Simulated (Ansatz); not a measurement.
# AlGeNH4O (SMILES [NH2][GeH]1[O][AlH]1) at HF/3-21G

What is the energy change on altering one bond length of AlGeNH4O at HF/3-21G? 

The results are computed with Ansatz 0.2.0.

128 further runs of the same task are left out: 128 set aside as unsound or not needed.

### Step 1. The structure to begin with

AlGeNH4O: 8 atoms, total charge 0, spin state singlet. SMILES: `[NH2][GeH]1[O][AlH]1`. The shape is that of a PBE0-D4/def2-TZVP optimisation. This is one conformer, not always the lowest.

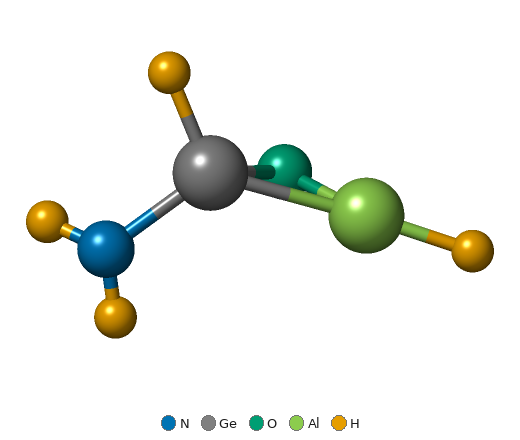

Viewed from a chosen angle; nitrogen blue, germanium grey, oxygen teal, aluminium green, hydrogen amber.

### Step 2. A single-point energy at HF/3-21G

run.yaml reads:

```yaml
crystal:
  periodic: [false, false, false]
  atoms:
    - {symbol: N, position_ang: [-1.000700, 1.330400, 0.514400]}
    - {symbol: Ge, position_ang: [0.239100, 0.000100, 0.626900]}
    - {symbol: O, position_ang: [1.177500, -0.346000, -0.983500]}
    - {symbol: Al, position_ang: [0.431500, -1.856900, -0.769100]}
    - {symbol: H, position_ang: [-0.662600, 2.276400, 0.611900]}
    - {symbol: H, position_ang: [-1.682100, 1.271200, -0.226100]}
    - {symbol: H, position_ang: [1.237900, 0.511900, 1.685400]}
    - {symbol: H, position_ang: [0.351700, -3.244100, -1.515600]}
basis:
  gaussian: {orbitals: 3-21G-spherical.json}
hamiltonian: {xc: hf}
accuracy: high
output: {orbitals: {seedname: orbitals}}
```

The basis set 3-21G is read from a file made from the Basis Set Exchange's data (not shown).

Launch:

```
$ ansatz run run.yaml --threads 1 --pin off --max-ram 3480MiB --events-out events.jsonl --progress --plain --runs-dir runs
```

The log of the run:

```text
Warning: RAYON_NUM_THREADS=1 ignored (pool sized by the plan → 1); use --threads N
Functional definition: HF
  name "HF"
  exchange = exact_x
  correlation = 0
1253 factors; integrals over basis functions are off by at most 4.8e-9 eV
mean field evaluation 1: about -66305.1789 eV, gradient 4.9e1 eV
mean field evaluation 2: about -66305.4643 eV, gradient 5.0e1 eV
mean field evaluation 4: about -66310.6177 eV, gradient 4.8e0 eV
mean field evaluation 8: about -66310.7156 eV, gradient 5.2e-1 eV
mean field evaluation 16: about -66310.7170 eV, gradient 1.8e-8 eV
mean field -66310.71695490 eV, -2436.8739010741 hartree, gradient 3.8e-8 eV, S^2 0.000000; 0 other end points of the search recorded, 0 dependent functions left out
reference -66310.71695490 eV, -2436.8739010741 hartree; 32, 32 occupied and 29, 29 virtual orbitals, 1253 factors
Total energy: -66310.71695490 eV, -2436.8739010741 hartree
```

Wall time 1.1 s (1 thread of Arm Neoverse V2, shared host); peak memory 0.14 GiB.

### Step 3. The distorted shape

job.yaml reads:

```yaml
basis:
  gaussian:
    orbitals: 3-21G-spherical.json
crystal:
  periodic: [false, false, false]
  atoms:
    - symbol: "N"
      position_ang: [-1.169755, 0.857386, 0.465649]
    - symbol: Ge
      position_ang: [0.070045, -0.472914, 0.578149]
    - symbol: O
      position_ang: [1.008445, -0.819014, -1.032251]
    - symbol: Al
      position_ang: [0.262445, -2.329914, -0.817851]
    - symbol: H
      position_ang: [-0.662600, 2.276400, 0.611900]
    - symbol: H
      position_ang: [-1.851155, 0.798186, -0.274851]
    - symbol: H
      position_ang: [1.068845, 0.038886, 1.636649]
    - symbol: H
      position_ang: [0.182645, -3.717114, -1.564351]
hamiltonian:
  xc: hf
accuracy: high
output: {orbitals: {seedname: orbitals}}
```

The basis set 3-21G is read from a file made from the Basis Set Exchange's data (not shown).

Launch:

```
$ ansatz run job.yaml --threads 1 --pin off --max-ram 3480MiB --events-out events.jsonl --progress --plain --runs-dir runs
```

The log of the run:

```text
Warning: RAYON_NUM_THREADS=1 ignored (pool sized by the plan → 1); use --threads N
[... 4 set-up lines as earlier in the session ...]
1256 factors; integrals over basis functions are off by at most 6.3e-9 eV
mean field evaluation 1: about -66302.2959 eV, gradient 4.9e1 eV
mean field evaluation 2: about -66302.6071 eV, gradient 5.0e1 eV
mean field evaluation 4: about -66308.0426 eV, gradient 4.7e0 eV
mean field evaluation 8: about -66308.1489 eV, gradient 5.5e-1 eV
mean field evaluation 16: about -66308.1508 eV, gradient 2.9e-8 eV
mean field -66308.15079980 eV, -2436.7795966138 hartree, gradient 1.1e-8 eV, S^2 0.000000; 0 other end points of the search recorded, 0 dependent functions left out
reference -66308.15079980 eV, -2436.7795966138 hartree; 32, 32 occupied and 29, 29 virtual orbitals, 1256 factors
Total energy: -66308.15079980 eV, -2436.7795966138 hartree
```

Wall time 1.1 s (1 thread of Arm Neoverse V2, shared host); peak memory 0.14 GiB.

### Step 4. Outcome

At HF/3-21G:

| quantity | value |
| --- | --- |
| first shape: total energy | -2436.87390 Eh |
| first shape: HOMO energy | -8.59 eV |
| first shape: LUMO energy | 1.49 eV |
| first shape: HOMO–LUMO gap | 10.08 eV |
| distorted shape: total energy | -2436.77960 Eh |
| distorted shape: HOMO energy | -8.56 eV |
| distorted shape: LUMO energy | 1.40 eV |
| distorted shape: HOMO–LUMO gap | 9.96 eV |
| energy change with the N1–H5 bond stretched from 1.009 to 1.514 Å | 2.566 eV |

In words: With the N1–H5 bond stretched from 1.009 to 1.514 Å the energy rises by 2.57 eV (248 kJ/mol). The first shape isn't relaxed at this level, so the change isn't measured from a minimum.
